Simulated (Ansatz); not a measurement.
**H28Sn19 (Sn19H28 ring sphere): density, localisation and related maps**

```yaml
atoms:
  - { symbol: Sn, position_ang: [-4.1897, -0.9296, -2.3341] }
  - { symbol: Sn, position_ang: [-4.1940, 2.3272, 0.9205] }
  - { symbol: Sn, position_ang: [-0.9244, -4.1952, -2.3284] }
  - { symbol: Sn, position_ang: [-0.8783, -0.8792, 0.8726] }
  - { symbol: Sn, position_ang: [2.3284, -4.1922, 0.9274] }
  - { symbol: Sn, position_ang: [2.3529, -0.9002, -2.3533] }
  - { symbol: Sn, position_ang: [2.3267, -0.9258, 4.1905] }
  - { symbol: Sn, position_ang: [-0.8983, 2.3492, -2.3546] }
  - { symbol: Sn, position_ang: [2.3490, 2.3496, 0.8971] }
  - { symbol: Sn, position_ang: [-0.9320, 2.3240, 4.1886] }
  - { symbol: Sn, position_ang: [-2.7033, -2.7113, -3.9262] }
  - { symbol: Sn, position_ang: [-2.5519, 0.7321, -0.7381] }
  - { symbol: Sn, position_ang: [-2.7093, 3.9211, 2.7020] }
  - { symbol: Sn, position_ang: [0.7838, 0.7805, -3.9862] }
  - { symbol: Sn, position_ang: [0.7358, -2.5525, -0.7358] }
  - { symbol: Sn, position_ang: [0.7307, 0.7316, 2.5482] }
  - { symbol: Sn, position_ang: [3.9233, -2.7050, 2.7057] }
  - { symbol: Sn, position_ang: [3.9833, 0.7837, -0.7850] }
  - { symbol: Sn, position_ang: [0.7835, 3.9819, -0.7871] }
  - { symbol: H, position_ang: [-5.2329, 0.0497, -3.3219] }
  - { symbol: H, position_ang: [-5.2177, -1.8516, -1.2782] }
  - { symbol: H, position_ang: [-5.2237, 1.2700, 1.8393] }
  - { symbol: H, position_ang: [-5.2356, 3.3136, -0.0620] }
  - { symbol: H, position_ang: [-1.8494, -5.2181, -1.2703] }
  - { symbol: H, position_ang: [0.0543, -5.2434, -3.3116] }
  - { symbol: H, position_ang: [-1.8858, -1.8891, 1.8797] }
  - { symbol: H, position_ang: [1.2694, -5.2165, 1.8499] }
  - { symbol: H, position_ang: [3.3126, -5.2389, -0.0520] }
  - { symbol: H, position_ang: [3.3594, -1.9103, -3.3575] }
  - { symbol: H, position_ang: [1.2716, -1.8490, 5.2183] }
  - { symbol: H, position_ang: [3.3122, 0.0556, 5.2340] }
  - { symbol: H, position_ang: [-1.9081, 3.3538, -3.3609] }
  - { symbol: H, position_ang: [3.3529, 3.3547, 1.9088] }
  - { symbol: H, position_ang: [-1.8551, 1.2653, 5.2129] }
  - { symbol: H, position_ang: [0.0458, 3.3094, 5.2355] }
  - { symbol: H, position_ang: [-3.7697, -3.7774, -4.7915] }
  - { symbol: H, position_ang: [-1.8022, -1.8122, -5.1039] }
  - { symbol: H, position_ang: [-3.7752, 4.7887, 3.7667] }
  - { symbol: H, position_ang: [-1.8074, 5.0969, 1.8012] }
  - { symbol: H, position_ang: [-0.1371, -0.1445, -5.1303] }
  - { symbol: H, position_ang: [1.8350, 1.8309, -4.8904] }
  - { symbol: H, position_ang: [5.0984, -1.8038, 1.8031] }
  - { symbol: H, position_ang: [4.7922, -3.7692, 3.7711] }
  - { symbol: H, position_ang: [5.1307, -0.1361, 0.1370] }
  - { symbol: H, position_ang: [4.8833, 1.8371, -1.8368] }
  - { symbol: H, position_ang: [-0.1403, 5.1275, 0.1329] }
  - { symbol: H, position_ang: [1.8362, 4.8839, -1.8381] }
```

Geometry: PBE-D4/def2-SVP; core potentials replace the inner electrons of Sn.

Level of theory: RKS PBE0-D4/def2-SVP in Ansatz.

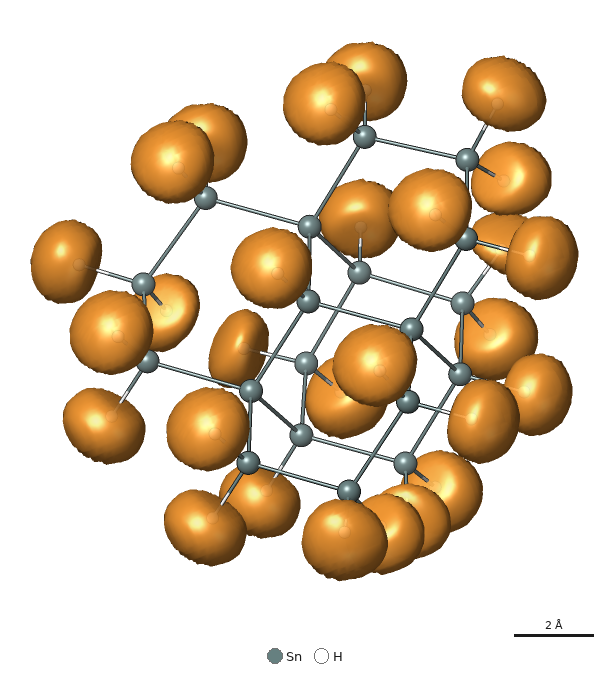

Figure 1. Isosurface of the electron localisation function at 0.9 (orange), seen at a tilt. Core shells and regions of very low density are left out.

**Where are the electrons localised?**

At this value the surface marks out 28 regions around hydrogen nuclei. Along the contacts the grid gives the following. Sn–Sn (2.81 Å): the ELF peaks at about 0.75 between the atoms. Sn–H (1.73 Å): the ELF climbs to about 1 towards the hydrogen.

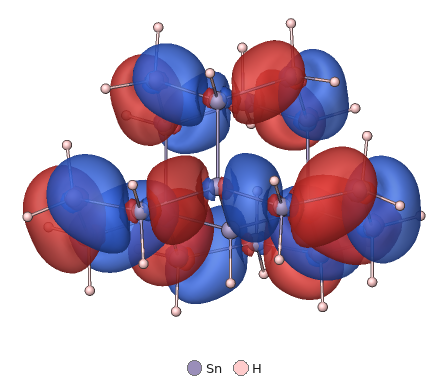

Figure 2. The HOMO at ±0.04 Å⁻³ᐟ² (blue and red are the two phases), seen from one side.

**What is the character of this orbital?**

It lies mainly on Sn13 (about 5 %), Sn11 (about 5 %), Sn17 (about 5 %), Sn1 (about 5 %), Sn7 (about 5 %), Sn10 (about 5 %), Sn3 (about 5 %), Sn2 (about 5 %) and Sn5 (about 5 %). Its energy is −6.58 eV.

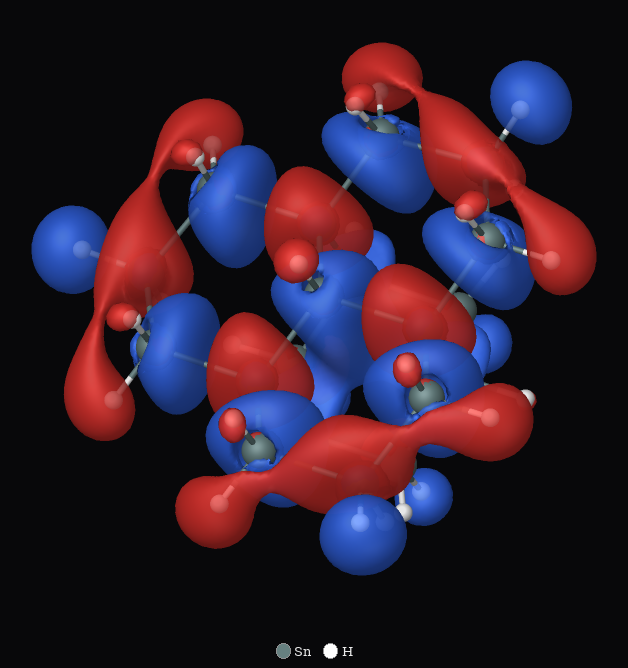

Figure 3. One frontier orbital at ±0.03 Å⁻³ᐟ² (red and blue are the two phases), seen at a tilt.

**Which orbital is it: HOMO or LUMO?**

The LUMO, at −2.27 eV. No atom holds more than about 10 % of it (Hirshfeld); by element the shares are Sn 80 % and H 20 %.
